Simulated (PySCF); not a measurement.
## C3H8O2Si2: geometry relaxation (part 2 of 2)

Continued. System: C3H8O2Si2. Method: PBE0-D3(BJ)/def2-SVP geometry optimisation, gas phase (PySCF 2.14.0). 

Geometry of the input (Å):
```
C  0.4640  0.3928  -0.6661
O  0.9477  0.4440  0.6134
Si 0.8344  -0.7119  1.7507
O  -0.8944  0.2283  -0.6864
Si -2.0676  1.2154  -0.0894
C  1.0635  -0.6248  -1.4772
C  1.5729  -1.5274  -2.0932
H  0.7006  1.4046  -1.1268
H  -0.5320  -1.0377  2.1142
H  1.5411  0.0131  2.8262
H  1.5331  -1.9311  1.3368
H  -3.2271  0.4513  -0.4623
H  -1.9994  2.5436  -0.7394
H  -1.9503  1.4157  1.3727
H  2.0026  -2.3013  -2.6586
```

Trajectory as extended XYZ, continued
```
15
Properties=species:S:1:pos:R:3:forces:R:3 step=10 energy=-23064.44165
C     0.3572    0.4727   -0.7625    0.0143   0.0372  -0.0026
O     0.8303    0.6571    0.5347    0.0492   0.0811  -0.0014
Si    1.0663   -0.5248    1.7097   -0.0079  -0.0271   0.0308
O    -1.0166    0.2703   -0.7745   -0.0058  -0.0647  -0.0984
Si   -2.0932    1.3350   -0.0499   -0.0471   0.0347   0.0341
C     1.0077   -0.6606   -1.4420   -0.0227  -0.0069  -0.0343
C     1.5590   -1.5796   -2.0024   -0.0129  -0.0134   0.0538
H     0.6082    1.4052   -1.3078   -0.0070  -0.0356   0.0092
H    -0.1651   -1.3467    1.8960    0.0087  -0.0162  -0.0076
H     1.3674    0.2447    2.9457   -0.0080  -0.0013   0.0051
H     2.2196   -1.4026    1.3613   -0.0067  -0.0127  -0.0040
H    -3.4085    1.0845   -0.6977    0.0094  -0.0173   0.0082
H    -1.6524    2.7410   -0.2997    0.0106   0.0034   0.0174
H    -2.2001    1.0829    1.4161    0.0046   0.0271   0.0081
H     2.0332   -2.4133   -2.4870    0.0214   0.0117  -0.0185
15
Properties=species:S:1:pos:R:3:forces:R:3 step=11 energy=-23064.44383
C     0.3497    0.4784   -0.7695    0.0348   0.0284  -0.0039
O     0.8136    0.6613    0.5313    0.0415   0.1185  -0.0136
Si    1.0841   -0.5302    1.6875   -0.0011  -0.0600   0.0519
O    -1.0263    0.2987   -0.7913   -0.0015  -0.0841  -0.1210
Si   -2.0903    1.3540   -0.0376   -0.0567   0.0598   0.0545
C     0.9880   -0.6709   -1.4337   -0.0351  -0.0094  -0.0553
C     1.5270   -1.6051   -1.9808   -0.0004  -0.0105   0.0655
H     0.6208    1.4028   -1.3192   -0.0126  -0.0367   0.0150
H    -0.0783   -1.4614    1.7796    0.0057  -0.0059  -0.0038
H     1.2499    0.2256    2.9573   -0.0066  -0.0061   0.0074
H     2.3268   -1.2962    1.3850   -0.0043  -0.0075  -0.0038
H    -3.4103    1.1198   -0.6821    0.0078  -0.0154   0.0112
H    -1.6479    2.7641   -0.2604    0.0101   0.0009   0.0110
H    -2.1877    1.0763    1.4246    0.0006   0.0188   0.0065
H     1.9938   -2.4511   -2.4510    0.0179   0.0092  -0.0215
15
Properties=species:S:1:pos:R:3:forces:R:3 step=12 energy=-23064.44763
C     0.3372    0.4876   -0.7889    0.0461  -0.0059   0.0010
O     0.7920    0.6780    0.5156    0.0126   0.1063  -0.0392
Si    1.0858   -0.5355    1.6445    0.0193  -0.0925   0.0757
O    -1.0416    0.3332   -0.8192    0.0017  -0.0678  -0.1016
Si   -2.0766    1.3753   -0.0065   -0.0297   0.0719   0.0700
C     0.9643   -0.6832   -1.4260   -0.0422  -0.0046  -0.0650
C     1.5036   -1.6355   -1.9406    0.0321   0.0033   0.0491
H     0.6296    1.3973   -1.3504   -0.0112  -0.0121   0.0150
H     0.0247   -1.5837    1.5975   -0.0123   0.0191   0.0057
H     1.0732    0.1709    2.9532    0.0013  -0.0100   0.0064
H     2.4177   -1.1655    1.4154    0.0020   0.0113   0.0016
H    -3.4160    1.1347   -0.6054   -0.0026   0.0006   0.0113
H    -1.6476    2.7911   -0.2203   -0.0026  -0.0035  -0.0132
H    -2.1159    1.0895    1.4572   -0.0094  -0.0143  -0.0024
H     1.9825   -2.4882   -2.3862   -0.0049  -0.0018  -0.0145
15
Properties=species:S:1:pos:R:3:forces:R:3 step=13 energy=-23064.44906
C     0.3439    0.4850   -0.7951    0.0233  -0.0228   0.0127
O     0.8095    0.6824    0.5058   -0.0004   0.0357  -0.0321
Si    1.0487   -0.5314    1.6515    0.0196  -0.0555   0.0388
O    -1.0343    0.3111   -0.8141    0.0043  -0.0174  -0.0408
Si   -2.0666    1.3593    0.0002    0.0075   0.0352   0.0347
C     0.9835   -0.6749   -1.4397   -0.0341   0.0042  -0.0248
C     1.5445   -1.6147   -1.9540    0.0338   0.0043   0.0165
H     0.6188    1.3983   -1.3580   -0.0046   0.0110   0.0075
H    -0.0935   -1.4911    1.6653   -0.0142   0.0158  -0.0014
H     1.1393    0.1960    2.9455    0.0007  -0.0032  -0.0029
H     2.3149   -1.2723    1.3855    0.0066   0.0177   0.0103
H    -3.4154    1.0802   -0.5580   -0.0077   0.0092   0.0056
H    -1.6603    2.7741   -0.2600   -0.0094  -0.0037  -0.0172
H    -2.0654    1.1150    1.4719   -0.0092  -0.0243  -0.0033
H     2.0453   -2.4510   -2.4068   -0.0161  -0.0063  -0.0037
15
Properties=species:S:1:pos:R:3:forces:R:3 step=14 energy=-23064.45077
C     0.3378    0.4849   -0.8137    0.0035  -0.0076   0.0245
O     0.7951    0.6900    0.4903    0.0033  -0.0236  -0.0220
Si    1.0494   -0.5187    1.6413   -0.0029  -0.0111   0.0000
O    -1.0421    0.3225   -0.8417   -0.0098   0.0181  -0.0092
Si   -2.0564    1.3563    0.0164    0.0237   0.0081   0.0151
C     0.9717   -0.6836   -1.4476   -0.0058   0.0053   0.0104
C     1.5333   -1.6318   -1.9455    0.0280  -0.0008   0.0027
H     0.6229    1.3934   -1.3786   -0.0002   0.0136  -0.0099
H    -0.0602   -1.5155    1.6218   -0.0066   0.0064   0.0014
H     1.0799    0.2084    2.9383    0.0017  -0.0016  -0.0012
H     2.3496   -1.2100    1.4095    0.0036   0.0092   0.0008
H    -3.4084    1.1355   -0.5604   -0.0060   0.0038   0.0005
H    -1.6177    2.7720   -0.1759   -0.0145  -0.0031  -0.0111
H    -2.0733    1.0377    1.4738   -0.0029  -0.0127  -0.0022
H     2.0316   -2.4753   -2.3880   -0.0152  -0.0041   0.0001
15
Properties=species:S:1:pos:R:3:forces:R:3 step=15 energy=-23064.45149
C     0.3436    0.4925   -0.8246    0.0021  -0.0085   0.0312
O     0.7966    0.6941    0.4815   -0.0050  -0.0248  -0.0052
Si    1.0434   -0.5171    1.6328   -0.0080   0.0131  -0.0143
O    -1.0378    0.3420   -0.8597   -0.0100   0.0329   0.0034
Si   -2.0480    1.3566    0.0268    0.0165  -0.0171   0.0021
C     0.9706   -0.6834   -1.4515    0.0011   0.0017  -0.0007
C     1.5272   -1.6399   -1.9394    0.0153  -0.0006   0.0023
H     0.6391    1.3983   -1.3886   -0.0021   0.0037  -0.0104
H    -0.0526   -1.5278    1.5828    0.0008  -0.0001   0.0026
H     1.0344    0.2031    2.9340    0.0014   0.0003   0.0006
H     2.3604   -1.1843    1.4279   -0.0012  -0.0004  -0.0040
H    -3.4049    1.1384   -0.5401   -0.0010   0.0008  -0.0039
H    -1.6245    2.7789   -0.1454   -0.0033  -0.0002  -0.0018
H    -2.0510    1.0068    1.4774    0.0015   0.0004  -0.0018
H     2.0166   -2.4924   -2.3741   -0.0081  -0.0013   0.0000
15
Properties=species:S:1:pos:R:3:forces:R:3 step=16 energy=-23064.45172
C     0.3479    0.4962   -0.8292    0.0057   0.0001   0.0136
O     0.7997    0.6953    0.4773   -0.0125  -0.0125   0.0066
Si    1.0366   -0.5161    1.6303    0.0005   0.0148  -0.0106
O    -1.0341    0.3508   -0.8673   -0.0048   0.0209   0.0049
Si   -2.0436    1.3547    0.0316    0.0051  -0.0181  -0.0068
C     0.9731   -0.6818   -1.4543   -0.0015  -0.0020  -0.0046
C     1.5285   -1.6410   -1.9384    0.0029   0.0015   0.0024
H     0.6467    1.4013   -1.3929    0.0009  -0.0033  -0.0050
H    -0.0656   -1.5198    1.5799    0.0018  -0.0028   0.0013
H     1.0300    0.2056    2.9307    0.0001   0.0001  -0.0004
H     2.3506   -1.1898    1.4278   -0.0025  -0.0051  -0.0029
H    -3.4017    1.1365   -0.5328    0.0014  -0.0001  -0.0023
H    -1.6280    2.7803   -0.1311    0.0016   0.0020   0.0033
H    -2.0406    0.9910    1.4786    0.0027   0.0049   0.0011
H     2.0133   -2.4975   -2.3704   -0.0014  -0.0005  -0.0007
```

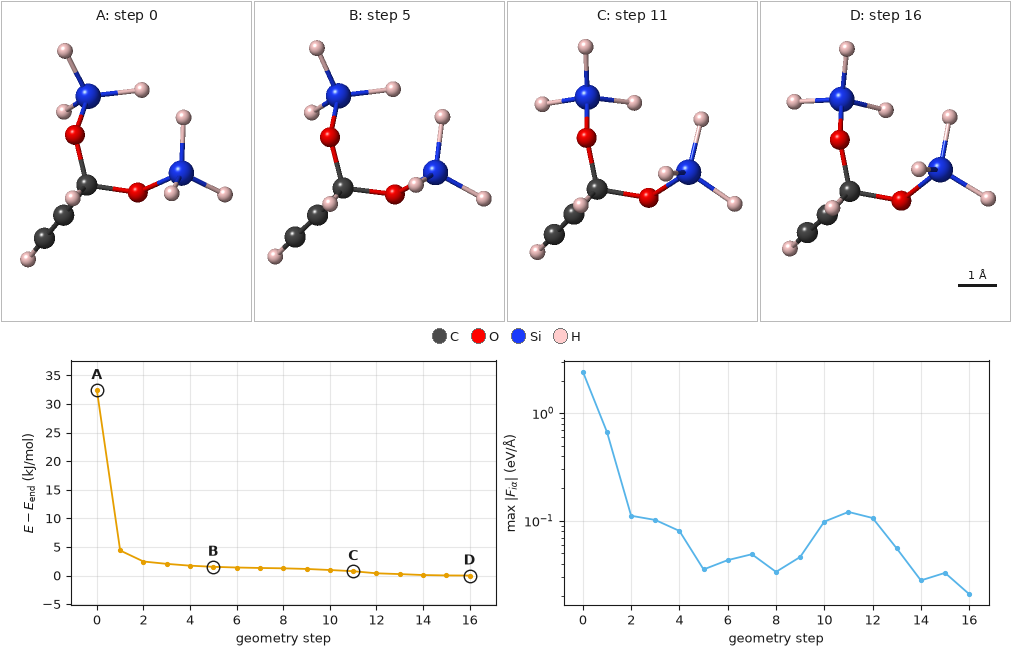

*Frames of the relaxation (ball-and-stick view, seen at a tilt) above the curves, on which the letters mark them (steps are counted from 0).*

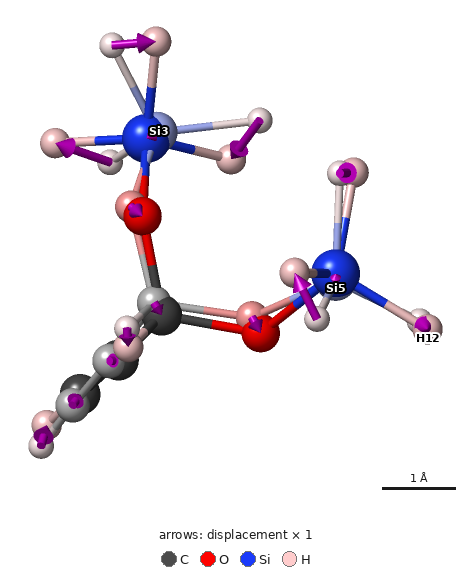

*Start (faint) and end (solid) with the displacements as pink arrows, at true length (ball-and-stick view, seen at a tilt). The two geometries are laid on each other by the best rigid fit.*

Over 16 geometry steps the energy falls by 32.4 kJ/mol. The largest force component goes from 2.4 to 0.021 eV/Å. The largest move after the best rigid fit is that of H11, 0.96 Å. Largest moves by element: H 0.96 Å, C 0.29 Å, O 0.26 Å, Si 0.18 Å. Among the contacts that change: O2–Si3 1.626 → 1.689 Å, Si5–H12 1.438 → 1.487 Å, Si3–H9 1.451 → 1.492 Å, C1–C6 1.433 → 1.473 Å. Among the angles that change: C1–O4–Si5 129.1° → 121.3°, O2–Si3–H10 97.3° → 104.4°, O4–Si5–H12 99.3° → 104.9°. (Atoms are counted from 1 in the order of the input.)
